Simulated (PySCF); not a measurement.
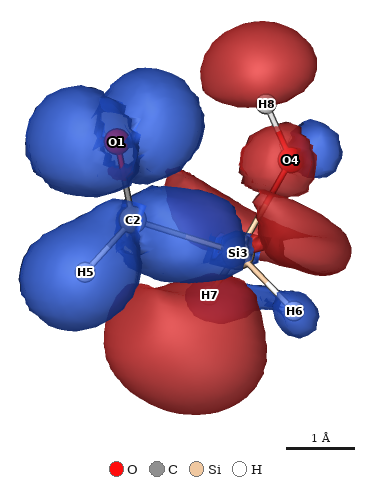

CH₄O₂Si, SMILES `O=C[SiH2]O`. Unrelaxed difference density of S₂ less the ground state (full linear response singlet states), ±0.01 e/Å³; red: gain, blue: loss.

PySCF calculation, B3LYP/aug-cc-pVDZ, gas phase; geometry: GFN2-xTB. No frequency check shows the geometry to be a minimum.

Coordinates in Å:

```
O1      -1.7639    0.5873   -0.0048
C2      -1.1878   -0.4754    0.0064
Si3      0.7300   -0.5453   -0.0024
O4       1.2344    0.9901    0.0053
H5      -1.7837   -1.4102    0.0211
H6       1.1754   -1.2161    1.2089
H7       1.1590   -1.2055   -1.2349
H8       0.5920    1.6998   -0.0047
```

### How does the charge move on excitation?

0.83 e is displaced in all, largely into diffuse regions outside the molecule. The state: 5.46 eV (227 nm), f = 0.013, diffuse (Rydberg-like) orbital; the leading pair carries 99 %; hole on O1 (48 %), C2 (20 %) and Si3 (14 %), electron on Si3 (39 %), H8 (15 %) and O4 (11 %) (atom shares of so diffuse an orbital are rough); their centroids lie 1.6 Å apart.
